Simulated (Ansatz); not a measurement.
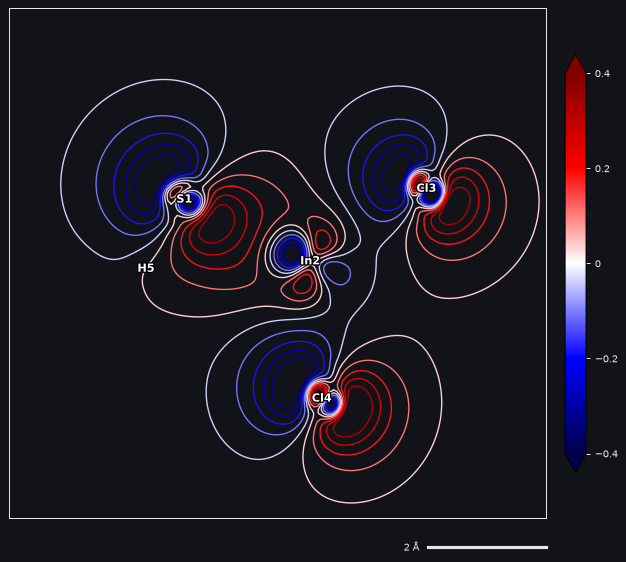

Cl$_{2}$HInS. The HOMO−1 on the molecular plane (values in Å⁻³ᐟ²; the overall sign is arbitrary).

Core potentials replace the inner electrons of In.

Level of theory: RKS BHLYP-D4/def2-SVP in Ansatz 0.2.0.

```xyz
5

S    -0.1183    1.7567    0.7123
In    0.3228   -0.4676    0.0042
Cl    2.1731   -1.6532    0.7677
Cl   -1.0943   -1.5549   -1.4949
H    -1.2334    1.8454   -0.0306
```

**Where does this orbital lie, and at what energy?**

It lies mainly on S1 (about 35 %), Cl4 (about 30 %), Cl3 (about 25 %) and In2 (about 10 %); it is symmetric in the molecular plane (an in-plane orbital: σ, lone-pair or in-plane π type); largely a combination of lone pairs on S1, Cl4 and Cl3. Its energy is −9.96 eV.
